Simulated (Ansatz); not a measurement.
## Profile along the I–Cu line in CuI (zinc blende)

CuI (zinc blende)

```xyz
2
Lattice="0.0000 2.9697 2.9697 2.9697 0.0000 2.9697 2.9697 2.9697 0.0000" Properties=species:S:1:pos:R:3 pbc="T T T"
I      4.4545     4.4545     4.4545
Cu     0.0000     0.0000     0.0000
```

Fields along a shortest I–Cu line of a {110} plane (2.57 Å), from I to Cu, interpolated on the slice's grid (step about 0.2 Å). Level of theory: PBEsol (plane waves to 420 eV, PAW, scalar-relativistic; Ansatz, a first-principles code). k mesh 10×10×10. Near the nuclei the fields are pseudised (PAW); where an atom keeps semicore shells as valence, they peak there. CuI is run without spin polarisation. CuI was relaxed with its symmetry unable to fall. Spin-orbit coupling is left out, though I is heavy.

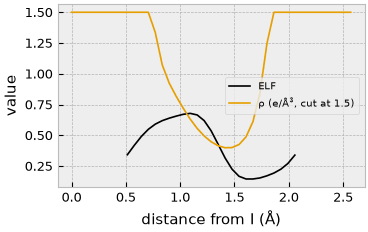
Figure. ELF (away from the nuclei) and valence density from I to Cu.

Density on the I–Cu line (2.57 Å) at its density minimum, 1.4 Å from I: 0.40 e/Å³. ELF at that point: 0.3. ELF maximum in the middle third of the I–Cu line: 0.68, 1.1 Å from I.
